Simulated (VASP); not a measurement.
Band structure of K$_{2}$S (antifluorite). These are modified Becke-Johnson potential (mBJ), VASP's PBE PAW potentials (set 64) (plane waves; VASP) values and carry that method's errors.

mBJ is a potential without an energy functional, so only the levels count.

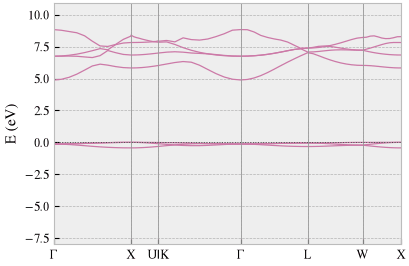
Bands along high-symmetry lines, zero at the valence-band maximum or, without a gap, the Fermi level

Q: Read the plot: is there a gap, and where are the band edges?

A: The gap is indirect, 4.88 eV, from the valence maximum at X to the conduction minimum at Γ.

The compound is K2S in the antifluorite structure. It was relaxed first. The cell's shape comes from a PBE relaxation.
